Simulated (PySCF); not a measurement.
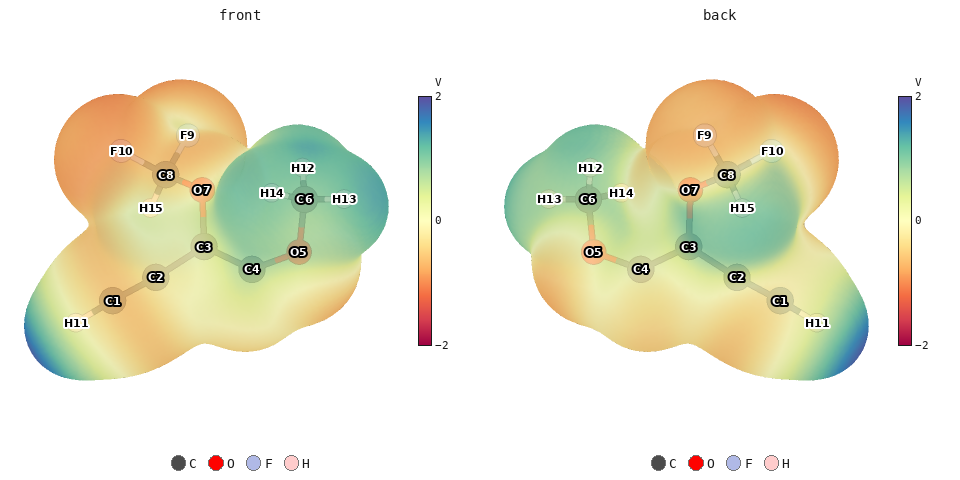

C₆H₅F₂O₂ (doublet). The molecular electrostatic potential painted on the density surface at 0.002 e/bohr³, seen from the front and from behind; red is negative and blue positive.

Geometry: GFN2-xTB.

These are results of UKS B3LYP, pcH-1 on C F H O, non-relativistic, mean-field spin-orbit, GIAO in PySCF, not measurements.

```tsv
atom	x (Å)	y (Å)	z (Å)
C	1.7772	0.1218	-2.3216
C	1.0152	-0.1386	-1.4274
C	0.1374	-0.3455	-0.3481
C	-0.7431	-1.3492	-0.3234
O	-1.7711	-1.6623	0.3845
C	-2.4851	-0.6580	1.1173
O	0.3183	0.4613	0.8229
C	1.5442	0.9426	1.0714
F	1.7550	0.9371	2.4034
F	1.6472	2.2446	0.6968
H	2.4244	0.3111	-3.1253
H	-1.9233	-0.3969	2.0160
H	-3.4474	-1.0913	1.3827
H	-2.6213	0.2379	0.5093
H	2.3680	0.3934	0.5799
```

Which sites attract a positive test charge, and which a negative one?

A positive charge is drawn to the negative regions and a negative charge to the positive ones. The most negative region (about −1.0 V) lies over F10, the most positive (about +1.8 V) over H11.
